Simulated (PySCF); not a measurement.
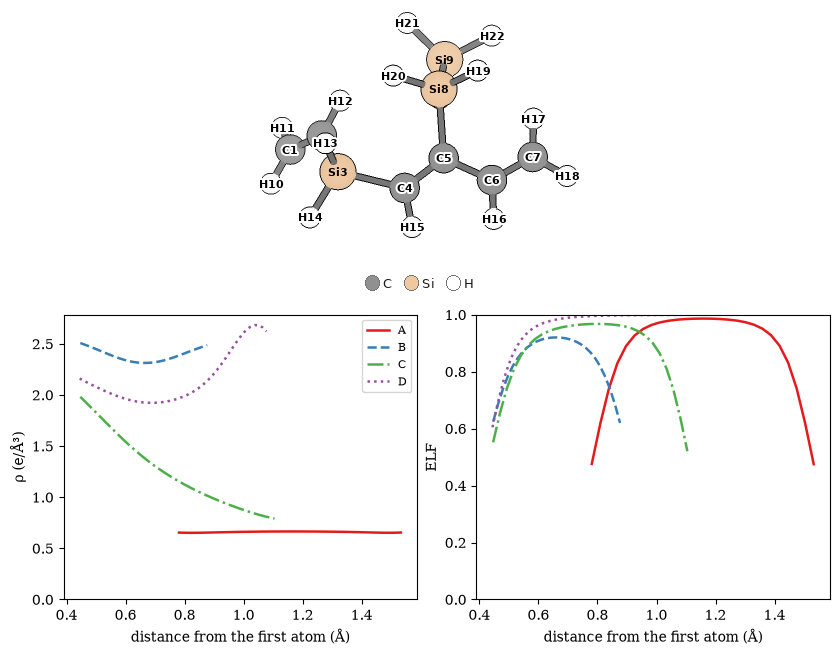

Figure 1: C₆H₁₄Si₃ (SMILES C=C[SiH2]/C=C(/C=C)[SiH2][SiH3]). Total electron density and ELF along straight lines between neighbouring atoms. The curves leave out the atomic cores. The structure is drawn too.

Geometry: GFN2-xTB.

Theory: PySCF, PBE0/pcSseg-1, SCF density, gas phase, non-relativistic.

```yaml
atoms:
  - { symbol: C, position_ang: [3.5135, 1.0050, 0.0034] }
  - { symbol: C, position_ang: [2.3830, 0.6380, -0.5780] }
  - { symbol: Si, position_ang: [1.9349, -1.1327, -1.0484] }
  - { symbol: C, position_ang: [0.4070, -1.6716, -0.0946] }
  - { symbol: C, position_ang: [-0.8209, -1.1239, -0.0857] }
  - { symbol: C, position_ang: [-1.8226, -1.6861, 0.8085] }
  - { symbol: C, position_ang: [-2.9664, -1.1081, 1.1566] }
  - { symbol: Si, position_ang: [-1.3071, 0.3732, -1.1420] }
  - { symbol: Si, position_ang: [-1.2052, 2.3091, 0.1201] }
  - { symbol: H, position_ang: [4.2820, 0.2891, 0.2493] }
  - { symbol: H, position_ang: [3.7309, 2.0310, 0.2623] }
  - { symbol: H, position_ang: [1.6501, 1.4067, -0.7992] }
  - { symbol: H, position_ang: [1.7217, -1.2170, -2.5004] }
  - { symbol: H, position_ang: [3.0393, -2.0261, -0.6717] }
  - { symbol: H, position_ang: [0.5653, -2.5257, 0.5617] }
  - { symbol: H, position_ang: [-1.5742, -2.6515, 1.2392] }
  - { symbol: H, position_ang: [-3.2642, -0.1429, 0.7820] }
  - { symbol: H, position_ang: [-3.6480, -1.5801, 1.8445] }
  - { symbol: H, position_ang: [-2.6475, 0.0983, -1.6903] }
  - { symbol: H, position_ang: [-0.4267, 0.3986, -2.3192] }
  - { symbol: H, position_ang: [-0.5105, 3.3972, -0.5762] }
  - { symbol: H, position_ang: [-2.5343, 2.8332, 0.4535] }
  - { symbol: H, position_ang: [-0.5046, 2.1132, 1.3937] }
```

Which curve belongs to which contact (C–C, C–H, C–Si and Si–Si)? The first atom named is at distance zero.

Answer. Curve A: Si–Si (2.31 Å): ρ at the midpoint is about 0.67 e/Å³; the ELF peaks at about 1 between the atoms; a shared electron pair. Curve B: C–C (1.32 Å): ρ at the midpoint is about 2.3 e/Å³; the ELF peaks at about 0.90 between the atoms; a short, multiple covalent bond. Curve C: C–Si (1.88 Å): ρ is about 0.94 e/Å³ halfway; the ELF peaks at about 0.95 between the atoms (localised, covalent bonding). Curve D: C–H (1.08 Å): ρ at the midpoint is about 2 e/Å³; the ELF climbs to about 1 towards the hydrogen, as it does in any bond to H; an ordinary covalent bond to hydrogen.
